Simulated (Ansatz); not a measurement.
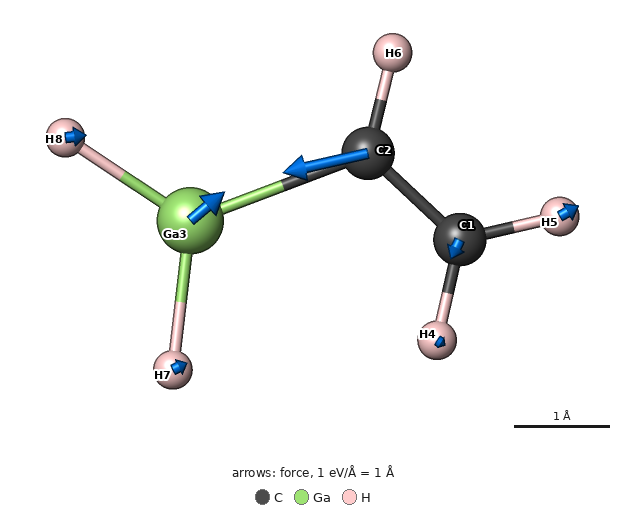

Starting geometry of C₂H₅Ga with the computed forces as blue arrows. The picture is a ball-and-stick view, seen face on.

The start comes from GFN2-xTB.

All numbers below come from RKS PBE0-D4/def2-TZVP in Ansatz 0.2.0. Settings: force threshold 0.005 eV/Å; at most 150 steps.

Is this structure relaxed? If not, where do the atoms go?

It isn't relaxed: the largest force vector, on C2, is 0.93 eV/Å. The final displacements follow the starting forces only in part (cosine between the two patterns 0.39). The energy falls by 4.70 kJ/mol in 6 geometry steps. The largest force component goes from 0.75 to 0.0011 eV/Å. H8 moves most after the best rigid fit: 0.12 Å. Largest moves by element: H 0.12 Å, C 0.08 Å, Ga 0.01 Å. Among the contacts that change: C2–Ga3 2.007 → 1.950 Å, Ga3–H7 1.580 → 1.572 Å, C1–H5 1.082 → 1.089 Å, C1–C2 1.330 → 1.334 Å. Bond angles that change, for instance: H7–Ga3–H8 116.8° → 121.3°, C1–C2–Ga3 116.3° → 120.5°, C2–Ga3–H8 125.8° → 122.0°.
